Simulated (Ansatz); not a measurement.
BSi$_{4}$H$_{9}$OClF and related structures: several calculations on one system

**1. Relaxation**

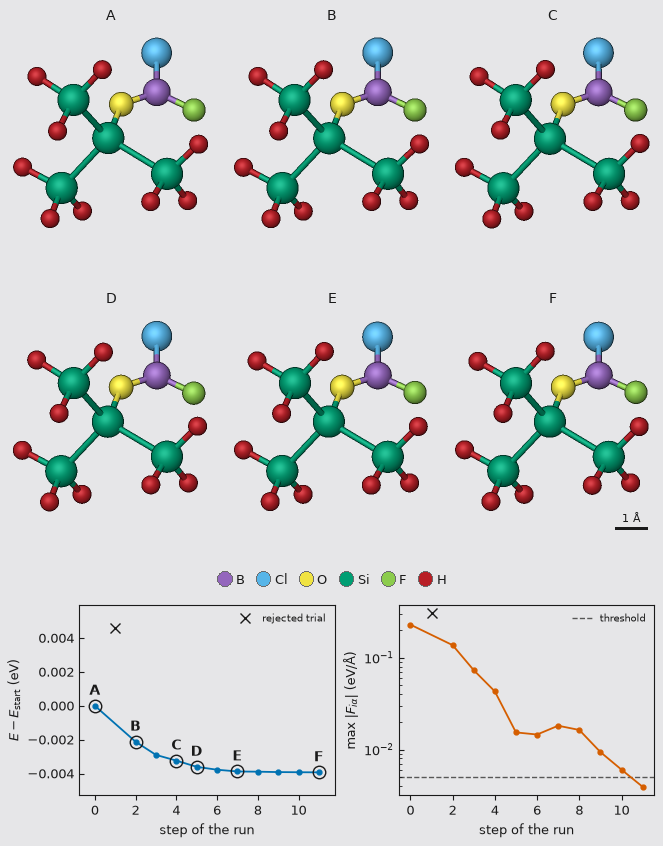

Frames of a relaxation of BSi₄H₉OClF, marked on the history of the run. A ball-and-stick model, seen at a tilt.

It is one of the separated products of a reaction.

All numbers below come from RKS PBE0-D4/def2-TZVP in Ansatz 0.2.0. (force threshold 0.005 eV/Å; at most 200 steps)

### Describe the path.

Over 10 accepted moves (11 points after the start) the energy falls by 0.004 eV. The largest force component goes from 0.23 to 0.0039 eV/Å. The line search rejected the trial step at point 1 of the run. The largest move after the best rigid fit is that of an H atom, 0.13 Å. Largest moves by element: H 0.13 Å, F 0.06 Å, Cl 0.04 Å, Si 0.03 Å, B 0.02 Å, O 0.01 Å. Among the contacts that change: B–F 1.335 → 1.329 Å. The run took about 27 s of wall time on a shared GPU. From step 0 to 2: the Cl atom moves most (0.02 Å), energy −0.002 eV. From step 2 to 4: an H atom moves most (0.05 Å), energy −0.001 eV. From step 4 to 5: an H atom moves most (0.03 Å), energy 0.000 eV. From step 5 to 7: an H atom moves most (0.05 Å), energy 0.000 eV. From step 7 to 11: energy 0.000 eV.

```tsv
step	E − E(0), eV	largest force component, eV/Å	note
0	0.0000	0.2295	
1	0.0046	0.3041	rejected
2	-0.0021	0.1372	
3	-0.0029	0.0732	
4	-0.0032	0.0430	
5	-0.0036	0.0154	
6	-0.0038	0.0146	
7	-0.0039	0.0182	
8	-0.0039	0.0163	
9	-0.0039	0.0094	
10	-0.0039	0.0060	
11	-0.0039	0.0039
```

**2. Relaxation**

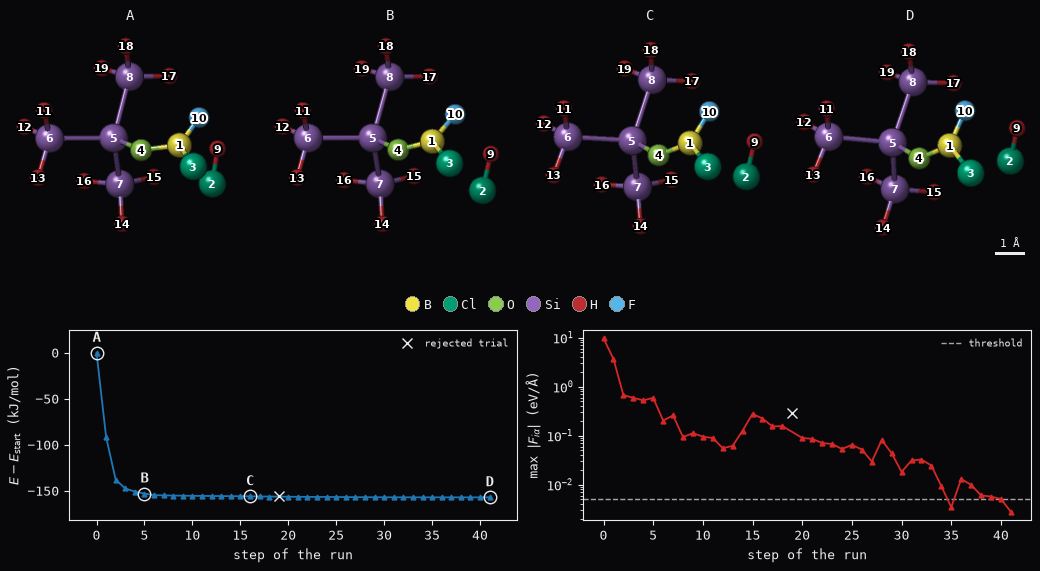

Frames of a relaxation of BSi4H10OCl2F (started from a transition state, displaced along its imaginary mode), marked on the history of the run. Style: ball-and-stick. Shown at a tilt.

All numbers below come from RKS PBE0-D4/def2-TZVP in Ansatz 0.2.0.

Input file:
```yaml
crystal:
  periodic: [false, false, false]
  atoms:
    - {symbol: B, position_ang: [-0.889025, 0.298828, 2.250775]}
    - {symbol: Cl, position_ang: [-1.433637, 2.478692, 1.689171]}
    - {symbol: Cl, position_ang: [-0.446734, 0.435087, 4.053027]}
    - {symbol: O, position_ang: [0.179840, -0.022827, 1.467897]}
    - {symbol: Si, position_ang: [0.369907, -0.239770, -0.183377]}
    - {symbol: Si, position_ang: [2.321937, -1.494395, -0.467818]}
    - {symbol: Si, position_ang: [0.648597, 1.831074, -1.257858]}
    - {symbol: Si, position_ang: [-1.452564, -1.365145, -1.137948]}
    - {symbol: H, position_ang: [-2.172805, 1.455190, 1.780669]}
    - {symbol: F, position_ang: [-2.031704, -0.058535, 2.086665]}
    - {symbol: H, position_ang: [2.217655, -2.804328, 0.228786]}
    - {symbol: H, position_ang: [2.498497, -1.729529, -1.926173]}
    - {symbol: H, position_ang: [3.502541, -0.754883, 0.051969]}
    - {symbol: H, position_ang: [1.491027, 2.736297, -0.429408]}
    - {symbol: H, position_ang: [-0.646581, 2.494942, -1.559518]}
    - {symbol: H, position_ang: [1.350794, 1.556137, -2.541255]}
    - {symbol: H, position_ang: [-2.697789, -0.559714, -1.031940]}
    - {symbol: H, position_ang: [-1.673599, -2.687252, -0.497221]}
    - {symbol: H, position_ang: [-1.136258, -1.569769, -2.576444]}
basis:
  gaussian: {orbitals: def2-TZVP}
hamiltonian: {xc: pbe0, dispersion: d4}
relax: {f_tol: 0.005, max_steps: 200}
```

Command:
```bash
ansatz run in.yaml --threads 4 --pin off --events-out ev --progress --plain --max-ram 46080MiB --backend cuda --devices 0, --max-vram 37GiB
```

Q: What happens along the run?

A: Over 40 accepted moves (41 points after the start) the energy falls by 156.9 kJ/mol. Largest force component: 9.7 eV/Å at the start, 0.0028 eV/Å at the end. The line search rejected the trial step at point 19 of the run. The forces were under the threshold at step 35, but the run went on from there. The atom that moves furthest after the best rigid fit is Cl2 (1.21 Å). Largest moves by element: Cl 1.21 Å, H 1.07 Å, F 0.69 Å, B 0.50 Å, O 0.30 Å, Si 0.24 Å. Among the contacts that change: B1–Cl2 2.316 → 3.353 Å, B1–F10 1.208 → 1.335 Å, B1–Cl3 1.861 → 1.753 Å, B1–O4 1.363 → 1.330 Å. Among the angles between lasting bonds that change: Cl3–B1–O4 112.8° → 121.2°, Cl3–B1–F10 112.2° → 117.3°, O4–B1–F10 126.4° → 121.5°. Groups turn about O4–Si5 by about 40°. The run took about 160 s of wall time on a shared GPU. From step 0 to 5: H9 moves most (0.66 Å), energy −152.8 kJ/mol. From step 5 to 16: Cl2 moves most (0.52 Å), energy −2.99 kJ/mol. From step 16 to 41: H14 moves most (0.63 Å), energy −1.12 kJ/mol.

| step | E − E(0), kJ/mol | largest force component, eV/Å | note |
| --- | --- | --- | --- |
| 0 | 0.00 | 9.6925 |  |
| 1 | -91.66 | 3.6844 |  |
| 2 | -137.84 | 0.6749 |  |
| 3 | -147.27 | 0.5925 |  |
| 4 | -150.74 | 0.5259 |  |
| 5 | -152.84 | 0.5927 |  |
| 6 | -154.58 | 0.2039 |  |
| 7 | -154.76 | 0.2592 |  |
| 8 | -155.03 | 0.0936 |  |
| 9 | -155.15 | 0.1130 |  |
| 10 | -155.33 | 0.0953 |  |
| 12 | -155.48 | 0.0555 |  |
| 13 | -155.56 | 0.0621 |  |
| 15 | -155.71 | 0.2785 |  |
| 17 | -155.99 | 0.1546 |  |
| 18 | -156.08 | 0.1573 |  |
| 20 | -156.29 | 0.0899 |  |
| 21 | -156.33 | 0.0861 |  |
| 23 | -156.48 | 0.0676 |  |
| 25 | -156.60 | 0.0648 |  |
| 26 | -156.63 | 0.0520 |  |
| 28 | -156.77 | 0.0813 |  |
| 30 | -156.86 | 0.0182 |  |
| 31 | -156.90 | 0.0313 |  |
| 33 | -156.92 | 0.0245 |  |
| 34 | -156.93 | 0.0093 |  |
| 36 | -156.94 | 0.0130 |  |
| 38 | -156.94 | 0.0060 |  |
| 39 | -156.94 | 0.0057 |  |
| 41 | -156.94 | 0.0028 |  |

**3. Reaction**

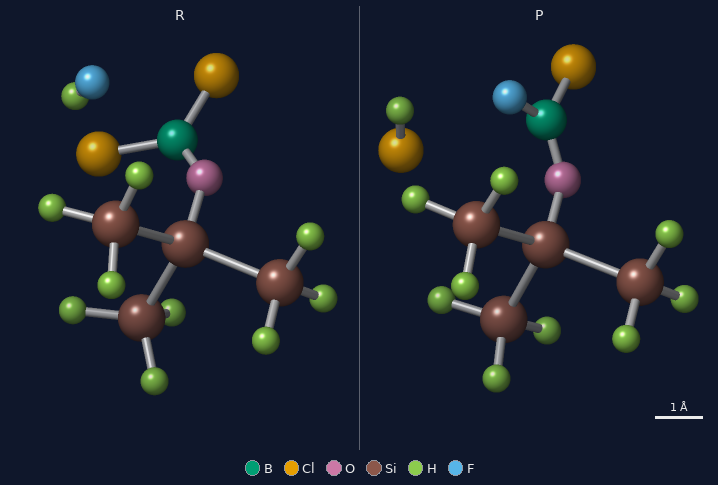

Reactant (R) and product (P) of one elementary step of BSi$_{4}$H$_{10}$OCl$_{2}$F. Style: ball-and-stick. Shown from a free direction.

Stationary points at PBE0-D4/def2-TZVP, single-point energies with CCSD(T)/CBS, PBE-QIDH, PBE-D4, wB97X-V, CAM-B3LYP-D4, SPW92 (LDA) (def2-TZVPP where no basis is named; Ansatz 0.2.0). The energies are electronic, without zero-point or thermal terms, and both ends are the relaxed geometries reached downhill from the saddle, with any fragments still in contact. CCSD(T)/CBS stands for a frozen-core estimate: MP2 correlation extrapolated from def2-TZVPP and def2-QZVPP, CCSD(T) minus MP2 from the smaller set.

What is the transition state like, and how high is the barrier?

Answer. Counted by bonded pieces, R holds HF + Si₄BH₉Cl₂O and P holds HCl + Si₄BH₉ClOF. From R over the saddle to P, bonds form: B–F (3.11 → 1.59 → 1.33 Å), Cl–H (2.35 → 1.59 → 1.28 Å). Bonds break: B–Cl (1.79 → 2.10 → 3.35 Å), F–H (0.93 → 1.12 → 2.60 Å). The saddle has one imaginary mode, 757i cm⁻¹. With CCSD(T)/CBS the barrier is 94.5 kJ/mol from R and 145.5 kJ/mol from P, and P lies 51.0 kJ/mol below R.

```
       level  barrier from R (kJ/mol)  barrier from P (kJ/mol)  P less R (kJ/mol)
 CCSD(T)/CBS                     94.5                    145.5              −51.0
    PBE-QIDH                     87.0                    136.8              −49.8
      PBE-D4                     68.8                    112.1              −43.3
     wB97X-V                     86.7                    142.0              −55.3
CAM-B3LYP-D4                     85.6                    147.1              −61.5
 SPW92 (LDA)                     33.7                     77.3              −43.6
```

Against CCSD(T)/CBS, PBE-QIDH comes closest on the barrier from R (−7.5 kJ/mol) and SPW92 (LDA) misses most (−60.8 kJ/mol).

The saddle point in the same view, with dashed sticks for the bonds that form or break:

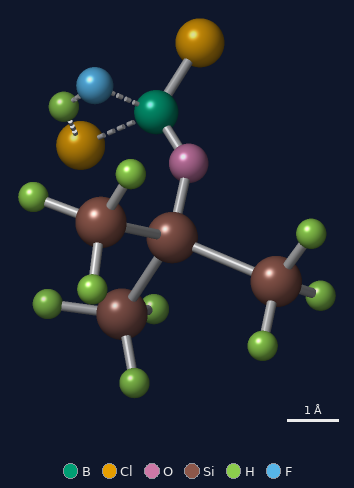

Limits of the set-up: the start holds two separate molecules, 2.4 Å apart at their closest, whose relative position is a soft coordinate.

**4. Path**

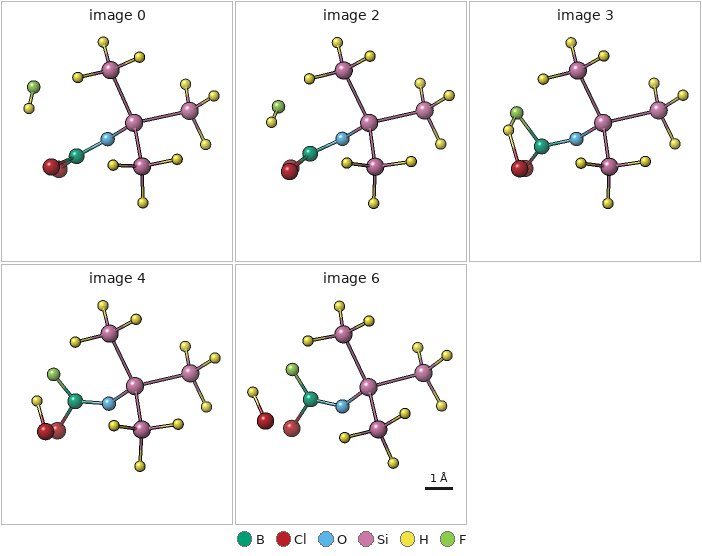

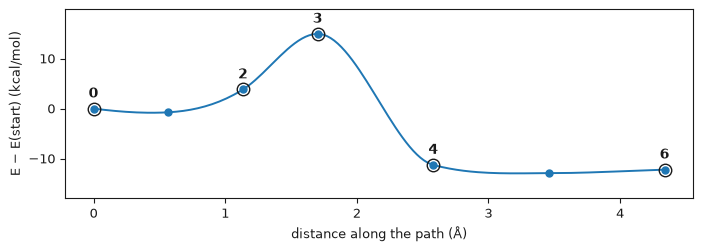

A search for the minimum-energy path of BSi₄H₁₀OCl₂F, made up of BSi4H9OCl2 and HF by the nudged elastic band. Images are numbered from 0 (start) to 6 (end). The picture is a ball-and-stick view, seen face on.

Computed with Ansatz 0.2.0, RKS PBE0-D4/def2-SVP.

Input file:
```yaml
crystal:
  periodic: [false, false, false]
  atoms:
    - {symbol: B, position_ang: [-0.281153, 0.906091, 2.310771]}
    - {symbol: Cl, position_ang: [-1.397266, 2.153057, 1.674798]}
    - {symbol: Cl, position_ang: [-0.049484, 0.830163, 4.038279]}
    - {symbol: O, position_ang: [0.350676, 0.086232, 1.490782]}
    - {symbol: Si, position_ang: [0.444200, -0.159066, -0.182218]}
    - {symbol: Si, position_ang: [2.300052, -1.548859, -0.500170]}
    - {symbol: Si, position_ang: [0.810447, 1.881623, -1.288216]}
    - {symbol: Si, position_ang: [-1.484185, -1.181335, -1.035092]}
    - {symbol: H, position_ang: [-2.933472, 0.373472, 1.796504]}
    - {symbol: F, position_ang: [-2.987733, -0.549662, 1.862780]}
    - {symbol: H, position_ang: [2.127392, -2.835214, 0.224675]}
    - {symbol: H, position_ang: [2.422515, -1.818937, -1.957898]}
    - {symbol: H, position_ang: [3.540272, -0.880450, -0.023582]}
    - {symbol: H, position_ang: [1.662312, 2.761512, -0.443046]}
    - {symbol: H, position_ang: [-0.457418, 2.586207, -1.609837]}
    - {symbol: H, position_ang: [1.529888, 1.585957, -2.557430]}
    - {symbol: H, position_ang: [-2.647765, -0.259481, -1.019272]}
    - {symbol: H, position_ang: [-1.806415, -2.445199, -0.327957]}
    - {symbol: H, position_ang: [-1.142762, -1.486010, -2.453870]}
basis:
  gaussian: {orbitals: def2-SVP}
hamiltonian: {xc: pbe0, dispersion: d4}
neb:
  images: 5
  climbing: true
  max_iterations: 40
  initial_path: idpp
  final_atoms:
    - {symbol: B, position_ang: [-0.533250, -0.005550, 2.435588]}
    - {symbol: Cl, position_ang: [-2.503298, 2.416091, 1.213045]}
    - {symbol: Cl, position_ang: [-0.252460, 0.540364, 4.077102]}
    - {symbol: O, position_ang: [0.381264, 0.169066, 1.486012]}
    - {symbol: Si, position_ang: [0.485784, -0.136595, -0.167001]}
    - {symbol: Si, position_ang: [2.294683, -1.592084, -0.483628]}
    - {symbol: Si, position_ang: [0.916061, 1.887159, -1.264334]}
    - {symbol: Si, position_ang: [-1.449707, -1.144745, -1.029143]}
    - {symbol: H, position_ang: [-3.196887, 1.391560, 1.543776]}
    - {symbol: F, position_ang: [-1.689171, -0.624894, 2.186455]}
    - {symbol: H, position_ang: [2.075511, -2.860861, 0.261915]}
    - {symbol: H, position_ang: [2.398751, -1.895379, -1.936744]}
    - {symbol: H, position_ang: [3.565478, -0.971547, -0.024118]}
    - {symbol: H, position_ang: [2.123308, 2.537300, -0.688749]}
    - {symbol: H, position_ang: [-0.236269, 2.820654, -1.175802]}
    - {symbol: H, position_ang: [1.174125, 1.566825, -2.694966]}
    - {symbol: H, position_ang: [-2.653185, -0.293892, -0.839193]}
    - {symbol: H, position_ang: [-1.683602, -2.476536, -0.411379]}
    - {symbol: H, position_ang: [-1.217036, -1.326838, -2.488837]}
```

Command:
```bash
ansatz run in.yaml --threads 4 --pin off --events-out ev --progress --plain --max-ram 46080MiB --backend cuda --devices 0, --max-vram 37GiB
```

> Describe the mechanism and the energy profile.

The highest point, image 3, lies 14.9 kcal/mol above the start and 27.2 kcal/mol above the end; the end is at −12.2 kcal/mol relative to the start. Image 5 lies below both ends, at −12.9 kcal/mol, so an end isn't at the bottom of its valley. Breaking: B–Cl (1.79 → 3.35 Å), F–H (0.93 → 2.60 Å). Forming: B–F (3.11 → 1.33 Å), Cl–H (2.35 → 1.28 Å). The band converged in 32 iterations. The largest component of the band force went from 5.3 to 0.047 eV/Å. The climbing image converged on the top of the path. Its curvatures weren't checked. The largest force component is 0.55 eV/Å at the start and 0.55 eV/Å at the end; an end with forces this large is no minimum, and the barrier measured from it can be far off.

Limits of the set-up: the start holds two separate molecules, 2.4 Å apart at their closest, whose relative position is a soft coordinate.
